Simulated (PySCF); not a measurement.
**Run report: ZrH2S, single-point calculation**

System: ZrH2S.
Method: RHF/ano-rcc-vdzp, mp2 (PySCF 2.14.0).

Some settings of this run were made unusual or wrong on purpose.

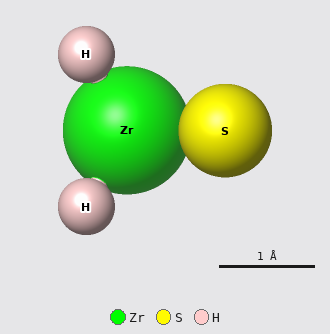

Fig. 1: The input geometry (ball-and-stick view, seen on its broad side). Sticks mark near contacts.

What the run reported

```tsv
quantity	value
outcome	converged
SCF energy	−3992.531840 hartree
dipole moment	1.72 D
hardware	1 CPU thread, shared host
wall time	23 s
```

Diagnosis

Some settings of this run were drawn to be unusual or wrong. It converged; results that depend on the unusual settings are not reference values.

Input
```python
from pyscf import gto, scf, mp

mol = gto.M(
    atom='Zr 0 -0.1835 -0.5243; S 0 0.4766 1.5512; H 1.5131 0.6163 -1.2199; H -1.5131 0.6163 -1.2199',
    basis='ano-rcc-vdzp',
    charge=0,
    spin=0,
    unit='bohr',
    verbose=3,
)
mf = scf.RHF(mol)
mf = mf.sfx2c1e()
mf = mf.newton()
mf.kernel()
mp.MP2(mf, frozen=19).kernel()
mf.dip_moment()
print('orbital energies (hartree):', mf.mo_energy[..., max(0, mol.nelec[1]-3):mol.nelec[0]+3].round(4))
```

Command:
```bash
OMP_NUM_THREADS=1 python input.py
```

Output
```
converged SCF energy = -3992.53183978269
E(RMP2) = -3993.07619159021  E_corr = -0.544351807517927
E(SCS-RMP2) = -3993.03305402997  E_corr = -0.501214247273863
Dipole moment(X, Y, Z, Debye): -0.00000, -1.72027,  0.04978
orbital energies (hartree): [-0.3748 -0.3446 -0.1942  0.0497  0.0779  0.085 ]
```
